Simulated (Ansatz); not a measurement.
Run report: Ge₂H₅F, molecular dynamics

Ge₂H₅F, computed with RHF/def2-SVP (Ansatz 0.2.0).

One setting was made poor on purpose. It belongs to a series of runs on one base structure; here: dynamics from the last frame of an earlier run. Figures and captions count atoms from 1; the log counts them from 0 in places.

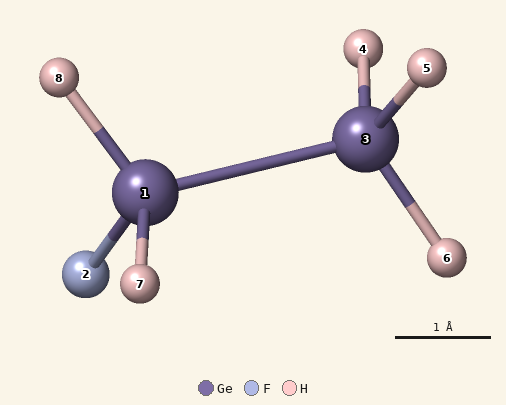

*The structure as given in the input (ball-and-stick view, seen at a tilt; atoms are numbered from 1 in the order of the input). Sticks mark near contacts.*

Bond lengths as drawn: F–Ge 1.73 Å, Ge–Ge 2.45 Å and Ge–H 1.52 to 1.54 Å.

**Input**
```yaml
crystal:
  periodic: [false, false, false]
  atoms:
    - { symbol: Ge, position_ang: [-0.031562, 0.018435, -0.063614] }
    - { symbol: F, position_ang: [0.00456, -0.389044, 1.618235] }
    - { symbol: Ge, position_ang: [2.305907, 0.005174, -0.807589] }
    - { symbol: H, position_ang: [2.837941, -1.421584, -0.668926] }
    - { symbol: H, position_ang: [2.367683, 0.385104, -2.298099] }
    - { symbol: H, position_ang: [3.169288, 1.019887, -0.040822] }
    - { symbol: H, position_ang: [-0.629561, 1.417792, -0.161577] }
    - { symbol: H, position_ang: [-0.914657, -1.023645, -0.749466] }
basis:
  gaussian: { orbitals: def2-SVP }
hamiltonian:
  xc: hf
md:
  timestep: 4.0
  n_steps: 40
  ensemble: nve
  temperature: 200.0
  initial_velocities: maxwell_boltzmann
  seed: 692454
```

Run on 1 thread of Arm Neoverse V1, 24 GiB of memory available, shared host.

Launch command:
```bash
ansatz run input.yaml --threads 1 --pin off --max-ram 2048MiB --backend cpu --events-out ev --progress --plain --runs-dir out
```

**The program's output**
```
Engine: ansatz 0.2.0, aarch64-unknown-linux-gnu
Functional definition: HF
  exchange = exact_x
  correlation = 0
1095 factors; integrals over basis functions are off by at most 3.5e-4 eV
mean field evaluation 1: about -115714.5293 eV, gradient 2.8e1 eV
mean field evaluation 2: about -115714.5571 eV, gradient 2.8e1 eV
mean field evaluation 4: about -115716.4650 eV, gradient 2.2e0 eV
mean field evaluation 8: about -115716.4920 eV, gradient 1.2e-1 eV
mean field -115716.49201083 eV, -4252.5026459424 hartree, gradient 1.4e-5 eV, S^2 0.000000; 0 other end points of the search recorded, 0 dependent functions left out
the calculation of the forces begins
reference -115716.49201083 eV, -4252.5026459424 hartree; 39, 39 occupied and 64, 64 virtual orbitals, 1095 factors
md step     0: t =     0.00 fs  T =   200.0 K  F+E_penalty+E_count = -115716.49201083 eV  E_kin = 0.155112 eV  conserved = -115716.33689883 eV  (34 SCF iters)
these checks for a lower state are left out or cut short: starts, cluster_reference, orbital_swaps, neighbouring_geometries, increment
1095 factors; integrals over basis functions are off by at most 3.5e-4 eV
mean field evaluation 16: about -115716.3255 eV, gradient 2.3e-4 eV
mean field -115716.32554576 eV, -4252.4965284640 hartree, gradient 3.9e-5 eV, S^2 0.000000; 0 other end points of the search recorded, 0 dependent functions left out
[... from here on the field's lines of each further geometry are left out, up to the last ...]
md step     1: t =     4.00 fs  T =   129.8 K  F+E_penalty+E_count = -115716.32554576 eV  E_kin = 0.100702 eV  conserved = -115716.22484327 eV  (31 SCF iters)
md step     2: t =     8.00 fs  T =   105.5 K  F+E_penalty+E_count = -115716.28520999 eV  E_kin = 0.081785 eV  conserved = -115716.20342531 eV  (32 SCF iters)
md step     3: t =    12.00 fs  T =   182.4 K  F+E_penalty+E_count = -115716.41638188 eV  E_kin = 0.141475 eV  conserved = -115716.27490675 eV  (32 SCF iters)
md step     4: t =    16.00 fs  T =   142.4 K  F+E_penalty+E_count = -115716.15395010 eV  E_kin = 0.110454 eV  conserved = -115716.04349583 eV  (30 SCF iters)
md step     5: t =    20.00 fs  T =   177.5 K  F+E_penalty+E_count = -115716.08038883 eV  E_kin = 0.137637 eV  conserved = -115715.94275160 eV  (31 SCF iters)
md step     6: t =    24.00 fs  T =   278.3 K  F+E_penalty+E_count = -115716.21065802 eV  E_kin = 0.215807 eV  conserved = -115715.99485132 eV  (32 SCF iters)
md step     7: t =    28.00 fs  T =   167.8 K  F+E_penalty+E_count = -115715.52442408 eV  E_kin = 0.130153 eV  conserved = -115715.39427133 eV  (31 SCF iters)
md step     8: t =    32.00 fs  T =   682.7 K  F+E_penalty+E_count = -115715.16008973 eV  E_kin = 0.529463 eV  conserved = -115714.63062624 eV  (36 SCF iters)
md step     9: t =    36.00 fs  T =   568.1 K  F+E_penalty+E_count = -115714.96048050 eV  E_kin = 0.440618 eV  conserved = -115714.51986274 eV  (30 SCF iters)
md step    10: t =    40.00 fs  T =   653.1 K  F+E_penalty+E_count = -115715.52746630 eV  E_kin = 0.506504 eV  conserved = -115715.02096245 eV  (37 SCF iters)
md step    11: t =    44.00 fs  T =  2195.2 K  F+E_penalty+E_count = -115714.42754630 eV  E_kin = 1.702518 eV  conserved = -115712.72502865 eV  (36 SCF iters)
md step    12: t =    48.00 fs  T =  7305.2 K  F+E_penalty+E_count = -115711.63915658 eV  E_kin = 5.665591 eV  conserved = -115705.97356536 eV  (63 SCF iters)
md step    13: t =    52.00 fs  T =  4642.1 K  F+E_penalty+E_count = -115708.92106978 eV  E_kin = 3.600264 eV  conserved = -115705.32080538 eV  (28 SCF iters)
md step    14: t =    56.00 fs  T =  2760.7 K  F+E_penalty+E_count = -115707.64998583 eV  E_kin = 2.141051 eV  conserved = -115705.50893509 eV  (30 SCF iters)
md step    15: t =    60.00 fs  T =  3551.6 K  F+E_penalty+E_count = -115708.46476470 eV  E_kin = 2.754446 eV  conserved = -115705.71031856 eV  (32 SCF iters)
md step    16: t =    64.00 fs  T = 34863.0 K  F+E_penalty+E_count = -115699.72484046 eV  E_kin = 27.038384 eV  conserved = -115672.68645666 eV  (29 SCF iters)
md step    17: t =    68.00 fs  T = 173546.5 K  F+E_penalty+E_count = -115701.54906742 eV  E_kin = 134.595691 eV  conserved = -115566.95337626 eV  (76 SCF iters)
md step    18: t =    72.00 fs  T = 172698.7 K  F+E_penalty+E_count = -115700.70150275 eV  E_kin = 133.938167 eV  conserved = -115566.76333576 eV  (48 SCF iters)
md step    19: t =    76.00 fs  T = 173908.0 K  F+E_penalty+E_count = -115702.10530136 eV  E_kin = 134.876087 eV  conserved = -115567.22921481 eV  (72 SCF iters)
md step    20: t =    80.00 fs  T = 201879.7 K  F+E_penalty+E_count = -115693.90785610 eV  E_kin = 156.569847 eV  conserved = -115537.33800959 eV  (45 SCF iters)
md step    21: t =    84.00 fs  T = 319567.0 K  F+E_penalty+E_count = -115693.16745595 eV  E_kin = 247.843407 eV  conserved = -115445.32404892 eV  (86 SCF iters)
md step    22: t =    88.00 fs  T = 317084.1 K  F+E_penalty+E_count = -115691.49709659 eV  E_kin = 245.917715 eV  conserved = -115445.57938202 eV  (88 SCF iters)
md step    23: t =    92.00 fs  T = 316728.4 K  F+E_penalty+E_count = -115691.21676888 eV  E_kin = 245.641845 eV  conserved = -115445.57492342 eV  (80 SCF iters)
md step    24: t =    96.00 fs  T = 318150.2 K  F+E_penalty+E_count = -115692.28992741 eV  E_kin = 246.744598 eV  conserved = -115445.54532981 eV  (62 SCF iters)
md step    25: t =   100.00 fs  T = 319600.9 K  F+E_penalty+E_count = -115694.27798937 eV  E_kin = 247.869685 eV  conserved = -115446.40830456 eV  (61 SCF iters)
md step    26: t =   104.00 fs  T = 320259.4 K  F+E_penalty+E_count = -115694.40998978 eV  E_kin = 248.380387 eV  conserved = -115446.02960272 eV  (52 SCF iters)
md step    27: t =   108.00 fs  T = 320413.5 K  F+E_penalty+E_count = -115693.56244918 eV  E_kin = 248.499912 eV  conserved = -115445.06253668 eV  (53 SCF iters)
md step    28: t =   112.00 fs  T = 319085.0 K  F+E_penalty+E_count = -115692.47069498 eV  E_kin = 247.469550 eV  conserved = -115445.00114477 eV  (61 SCF iters)
md step    29: t =   116.00 fs  T = 318672.9 K  F+E_penalty+E_count = -115692.11300875 eV  E_kin = 247.149974 eV  conserved = -115444.96303440 eV  (79 SCF iters)
md step    30: t =   120.00 fs  T = 319012.3 K  F+E_penalty+E_count = -115692.43637800 eV  E_kin = 247.413160 eV  conserved = -115445.02321831 eV  (59 SCF iters)
md step    31: t =   124.00 fs  T = 319977.4 K  F+E_penalty+E_count = -115692.87304647 eV  E_kin = 248.161637 eV  conserved = -115444.71140934 eV  (120 SCF iters)
md step    32: t =   128.00 fs  T = 320809.2 K  F+E_penalty+E_count = -115693.27083706 eV  E_kin = 248.806782 eV  conserved = -115444.46405511 eV  (120 SCF iters)
md step    33: t =   132.00 fs  T = 319587.9 K  F+E_penalty+E_count = -115691.63241220 eV  E_kin = 247.859599 eV  conserved = -115443.77281360 eV  (60 SCF iters)
md step    34: t =   136.00 fs  T = 319330.1 K  F+E_penalty+E_count = -115690.97216844 eV  E_kin = 247.659651 eV  conserved = -115443.31251729 eV  (57 SCF iters)
md step    35: t =   140.00 fs  T = 319320.8 K  F+E_penalty+E_count = -115691.10441740 eV  E_kin = 247.652456 eV  conserved = -115443.45196157 eV  (98 SCF iters)
md step    36: t =   144.00 fs  T = 319743.3 K  F+E_penalty+E_count = -115691.23739629 eV  E_kin = 247.980143 eV  conserved = -115443.25725327 eV  (105 SCF iters)
md step    37: t =   148.00 fs  T = 318397.0 K  F+E_penalty+E_count = -115691.22329479 eV  E_kin = 246.935990 eV  conserved = -115444.28730518 eV  (116 SCF iters)
md step    38: t =   152.00 fs  T = 318438.9 K  F+E_penalty+E_count = -115691.39807845 eV  E_kin = 246.968494 eV  conserved = -115444.42958465 eV  (318 SCF iters)
md step    39: t =   156.00 fs  T = 319718.9 K  F+E_penalty+E_count = -115691.59580615 eV  E_kin = 247.961151 eV  conserved = -115443.63465503 eV  (89 SCF iters)
the calculation of the forces begins
reference -115689.87086557 eV, -4251.5243368987 hartree; 39, 39 occupied and 64, 64 virtual orbitals, 1068 factors
1068 factors; integrals over basis functions are off by at most 1.3e-3 eV
mean field evaluation 672: about -115689.8709 eV, gradient 4.8e-4 eV
mean field evaluation 704: about -115674.1384 eV, gradient 6.1e0 eV
mean field evaluation 736: about -115671.4651 eV, gradient 2.8e1 eV
mean field evaluation 768: about -115689.8709 eV, gradient 1.4e-5 eV
mean field -115689.87086557 eV, -4251.5243368987 hartree, gradient 5.4e-6 eV, S^2 0.000000; 3 other end points of the search recorded, 0 dependent functions left out
the calculation of the forces begins
reference -115689.87086557 eV, -4251.5243368987 hartree; 39, 39 occupied and 64, 64 virtual orbitals, 1068 factors
md step    40: t =   160.00 fs  T = 319871.3 K  F+E_penalty+E_count = -115689.87086557 eV  E_kin = 248.079370 eV  conserved = -115441.79149510 eV  (310 SCF iters)
```

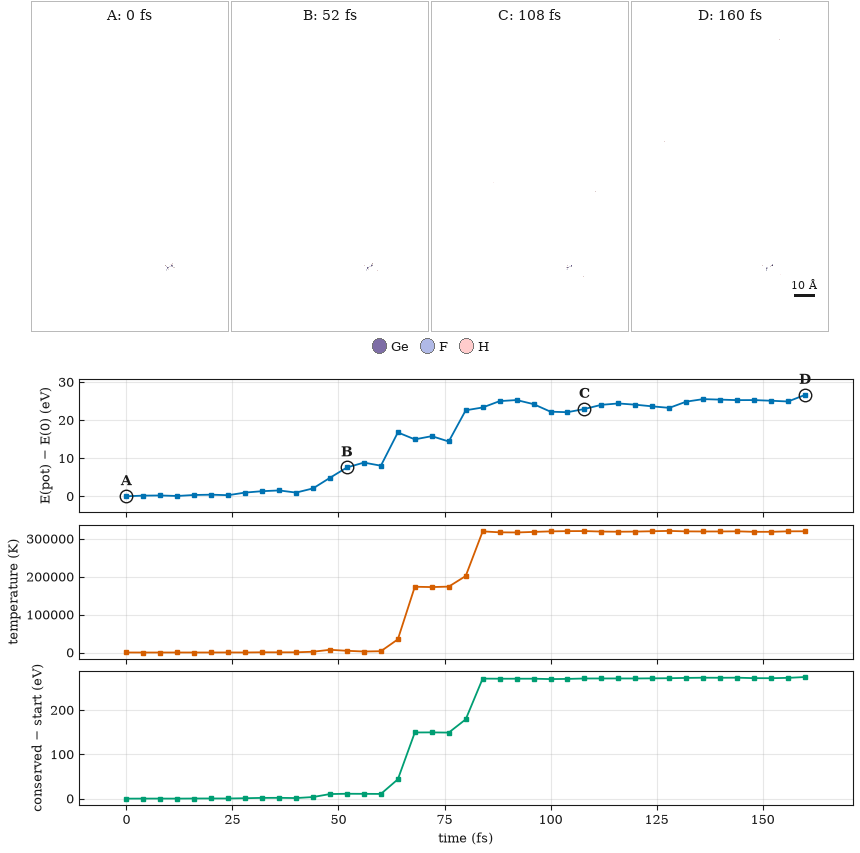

*Frames of the molecular dynamics (ball-and-stick, seen at a tilt) above the curves, on which the letters mark them.*

The trajectory kept here has 41 frames over 160 fs. The temperature starts at 200 K, ranges from 105 to 320809 K and averages 313602 K over the second half. The potential energy ends 26.621 eV above its first value. The conserved quantity stays within 270 eV. After an unweighted best fit of the last frame on the first, the root-mean-square displacement is 63.19 Å, and H8 has moved furthest (132.38 Å).

```
Total energy: -115689.87086557 eV, -4251.5243368987 hartree
Atom 0 at     0.318335     1.358894     1.324441 Å, force    -1.675428     3.032717    -1.806895 eV/Å
Atom 1 at    -0.424978     0.161133     2.234129 Å, force    -0.956635    -1.319364     0.719816 eV/Å
Atom 2 at     2.732204    -0.687441     0.147459 Å, force     4.881495   -11.534928    -2.991746 eV/Å
Atom 3 at    -1.441413     2.234332    -0.164994 Å, force     1.847154    -1.172774     1.592474 eV/Å
Atom 4 at    30.461744    29.046941  -111.183373 Å, force    -0.000145    -0.000163     0.000122 eV/Å
Atom 5 at    10.960991    11.864959     6.466714 Å, force    -0.012947    -0.019187    -0.009652 eV/Å
Atom 6 at     2.271434     0.411379     0.431340 Å, force    -4.083649    11.013523     2.495889 eV/Å
Atom 7 at   -83.253839  -100.229103   -79.905624 Å, force     0.000155     0.000176    -0.000009 eV/Å
Dipole moment:     4.153362     3.910316    15.032342 e Å
```

**Trajectory as extended XYZ (Å, eV, eV/Å), 12 of the 41 frames kept, from step=0 to step=40**
```
8
Properties=species:S:1:pos:R:3:forces:R:3 step=0 time_fs=0.0 energy=-115716.49201 temperature=200.0
Ge   -0.0316    0.0184   -0.0636    0.2901   0.1674  -0.2020
F     0.0046   -0.3890    1.6182   -0.0791  -0.0627   0.2022
Ge    2.3059    0.0052   -0.8076    0.0045   0.0155  -0.2413
H     2.8379   -1.4216   -0.6689    0.1454  -0.0222   0.0889
H     2.3677    0.3851   -2.2981   -0.0566  -0.0044   0.0301
H     3.1693    1.0199   -0.0408   -0.1023  -0.1450   0.0630
H    -0.6296    1.4178   -0.1616   -0.1810   0.0647   0.0411
H    -0.9147   -1.0236   -0.7495   -0.0209  -0.0131   0.0179
8
Properties=species:S:1:pos:R:3:forces:R:3 step=4 time_fs=16.0 energy=-115716.15395 temperature=142.4
Ge   -0.0539    0.0307   -0.0581   -0.1993  -1.4452  -0.1995
F    -0.0036   -0.4083    1.6342    0.0803   0.1626  -0.1885
Ge    2.3334    0.0015   -0.8204   -2.5759  -0.0744  -0.6507
H     2.9022   -1.2961   -0.5701    0.6711  -2.0093   0.3377
H     2.4164    0.3082   -2.2721    0.0107   0.2567  -0.9478
H     3.0497    0.9469   -0.0492    1.4115   2.0097   1.4411
H    -0.8491    1.3273   -0.1033    0.0458   0.1806  -0.1008
H    -0.9024   -1.1681   -0.7014    0.5558   0.9193   0.3084
8
Properties=species:S:1:pos:R:3:forces:R:3 step=7 time_fs=28.0 energy=-115715.52442 temperature=167.8
Ge   -0.0650    0.0301   -0.0500    0.1844  -1.2532  -1.1873
F    -0.0039   -0.4111    1.6345   -0.1569   0.0800  -0.2166
Ge    2.3445   -0.0001   -0.8259   -4.7826   0.1192  -1.8506
H     2.8588   -1.2149   -0.4511    1.5030  -3.9203   0.7268
H     2.4455    0.3799   -2.2433   -0.0244  -0.0549  -1.3947
H     3.0302    0.9365   -0.1549    2.6970   3.9462   2.8571
H    -0.8234    1.3432   -0.1828   -0.0396   0.1507   0.1724
H    -0.8963   -1.1161   -0.8542    0.6190   0.9323   0.8928
8
Properties=species:S:1:pos:R:3:forces:R:3 step=11 time_fs=44.0 energy=-115714.42755 temperature=2195.2
Ge   -0.0585    0.0246   -0.0501   -0.4195  -0.8906  -1.2009
F    -0.0149   -0.4073    1.6166    0.0369  -0.1227   0.4182
Ge    2.3376    0.0127   -0.8186   -5.0264 -10.6146  -6.2254
H     3.0450   -1.6134   -0.5450   -1.1531   2.5604  -0.1862
H     2.4865    0.1158   -2.4479   -0.3527   0.0946   1.5062
H     2.9823    0.8959   -0.2608    5.9517   7.9762   5.1329
H    -0.6497    1.4578   -0.0548   -0.0265  -0.4043  -0.1485
H    -1.0089   -1.1254   -0.7603    0.9895   1.4009   0.7037
8
Properties=species:S:1:pos:R:3:forces:R:3 step=15 time_fs=60.0 energy=-115708.46476 temperature=3551.6
Ge   -0.0323    0.0282   -0.0542   -1.9685  -1.4693  -0.7808
F    -0.0219   -0.4162    1.6221    0.0923   0.0767  -0.3578
Ge    2.2836   -0.0376   -0.8429    1.1900  -0.4247  -0.5545
H     3.2251   -1.2515   -0.1902   -1.0189   1.4897  -1.1019
H     2.4052    0.4435   -2.4336    0.1409  -0.7664   1.8787
H     5.1369    3.7410    1.5136   -0.3208  -0.3982  -0.2563
H    -0.6605    1.4133   -0.1799    0.1524   0.0351   0.0719
H    -1.1169   -1.0811   -0.8388    1.7326   1.4571   1.1008
8
Properties=species:S:1:pos:R:3:forces:R:3 step=18 time_fs=72.0 energy=-115700.70150 temperature=172698.7
Ge    0.0759    0.1400    0.0305    0.6460  -0.1033  -2.5038
F    -0.0215   -0.4212    1.6185   -0.1316  -0.1492   1.5158
Ge    2.2397   -0.0659   -0.8450    2.7802   1.5119  -1.0824
H     3.6222   -0.9174   -0.2010   -2.2804   0.7324  -1.2417
H     2.7847    0.7467   -2.6609   -1.1464  -1.7195   2.9725
H     5.9790    4.8904    2.2101   -0.0099  -0.0102  -0.0069
H    -0.5663    1.5253   -0.1954    0.1323  -0.2723   0.3396
H    -7.4709   -8.9015   -7.1638    0.0098   0.0101   0.0069
8
Properties=species:S:1:pos:R:3:forces:R:3 step=22 time_fs=88.0 energy=-115691.49710 temperature=317084.1
Ge    0.3063    0.3646    0.1669   -4.8540  -0.9100   3.8858
F    -0.0335   -0.4302    1.7184    0.1967   0.6928  -0.9243
Ge    2.1509   -0.0968   -0.7024    7.1962  -2.2310  -2.2596
H     3.7441   -1.9703   -0.2271   -1.9400   1.6020  -0.4294
H     5.3037    3.0747  -12.7045   -0.0034  -0.0033   0.0014
H     7.0372    6.3471    3.0891   -0.0454  -0.0579  -0.0325
H    -0.4489    1.6240    0.2434   -0.5531   0.9042  -0.2423
H   -21.2576  -25.5153  -20.3925    0.0030   0.0032   0.0009
8
Properties=species:S:1:pos:R:3:forces:R:3 step=25 time_fs=100.0 energy=-115694.27799 temperature=319600.9
Ge    0.3894    0.5300    0.3297   -4.5366  -0.2109   2.9086
F    -0.0350   -0.3893    1.7523   -0.1912   0.6598  -0.1974
Ge    2.1640   -0.1811   -0.5181    5.8029  -0.0922  -3.1075
H     2.1886   -1.6248   -0.2355   -0.3202  -1.4975   0.3118
H     9.4994    7.4063  -29.1194   -0.0013  -0.0014   0.0007
H     7.7863    7.3842    3.7166   -0.0378  -0.0418  -0.0229
H    -0.4103    1.7471    0.3061   -0.7171   1.1825   0.1065
H   -31.5929  -37.9705  -30.3116    0.0013   0.0014   0.0001
8
Properties=species:S:1:pos:R:3:forces:R:3 step=29 time_fs=116.0 energy=-115692.11301 temperature=318672.9
Ge    0.3721    0.7756    0.6140   -2.7049   0.3307  -2.5494
F    -0.0699   -0.2853    1.8224   -0.2107  -0.6009   2.4685
Ge    2.3395   -0.3330   -0.3446   -0.3116  -0.0276  -0.2063
H    -0.9930   -1.0764   -0.4609    1.7184   1.6273   0.1094
H    15.0909   13.1788  -51.0045   -0.0006  -0.0006   0.0005
H     8.7072    8.6774    4.5038   -0.0254  -0.0332  -0.0182
H    -0.7046    2.0292    0.5460    1.5342  -1.2964   0.1955
H   -45.3707  -54.5746  -43.5368    0.0006   0.0006   0.0000
8
Properties=species:S:1:pos:R:3:forces:R:3 step=33 time_fs=132.0 energy=-115691.63241 temperature=319587.9
Ge    0.2941    0.9938    0.8368    2.4287   0.1208   4.3677
F    -0.1334   -0.2099    2.1083   -0.3561   1.2848  -1.8495
Ge    2.5191   -0.4898   -0.1832   -1.2242   1.0671   0.8647
H    -0.1944    1.8193   -0.1721   -2.3729   0.2366  -3.6015
H    20.6809   18.9497  -72.8883   -0.0003  -0.0003   0.0003
H     9.5647    9.8893    5.2463   -0.0179  -0.0261  -0.0142
H    -0.3056    2.9064    1.5457    1.5424  -2.6832   0.2325
H   -59.1470  -71.1769  -56.7618    0.0003   0.0004   0.0000
8
Properties=species:S:1:pos:R:3:forces:R:3 step=36 time_fs=144.0 energy=-115691.23740 temperature=319743.3
Ge    0.2519    1.1679    1.0222    3.9281  -0.9341  -0.6831
F    -0.1962   -0.0817    2.2330   -1.6810   0.2924  -1.6103
Ge    2.6280   -0.5856   -0.0474   -1.5315   0.8564   0.4004
H     0.1719    2.5127   -0.5037   -0.7399  -1.9938   2.5623
H    24.8729   23.2773  -89.3007   -0.0002  -0.0002   0.0003
H    10.1776   10.7548    5.7796   -0.0158  -0.0201  -0.0113
H     1.2444    1.4084    2.1922    0.0401   1.7991  -0.6584
H   -69.4787  -83.6281  -66.6806    0.0002   0.0003   0.0000
8
Properties=species:S:1:pos:R:3:forces:R:3 step=40 time_fs=160.0 energy=-115689.87087 temperature=319871.3
Ge    0.3183    1.3589    1.3244   -1.6754   3.0327  -1.8069
F    -0.4250    0.1611    2.2341   -0.9566  -1.3194   0.7198
Ge    2.7322   -0.6874    0.1475    4.8815 -11.5349  -2.9917
H    -1.4414    2.2343   -0.1650    1.8472  -1.1728   1.5925
H    30.4617   29.0469 -111.1834   -0.0001  -0.0002   0.0001
H    10.9610   11.8650    6.4667   -0.0129  -0.0192  -0.0097
H     2.2714    0.4114    0.4313   -4.0836  11.0135   2.4959
H   -83.2538 -100.2291  -79.9056    0.0002   0.0002   0.0000
```

**Results in brief**

| quantity | value |
| --- | --- |
| outcome | finished |
| mean temperature over the second half | 313602 K |
| trajectory | 40 steps, 160 fs |
| ensemble | nve |
| temperature in the input | 200.0 K |
| time step | 4.0 fs |
| potential energy (last step) | −115689.8709 eV |
| mean-field energy (last step) | −115689.8709 eV |
| largest force (length of the vector) (last step) | 12.878 eV/Å |
| wall time | 3.3 min |
| peak memory | 0.28 GiB |

A deliberately poor setting: time step. So short a trajectory is not equilibrated. The integration failed: the conserved energy drifts or the temperature runs away, so the later frames and the averages aren't results; the time step is too long for this system.
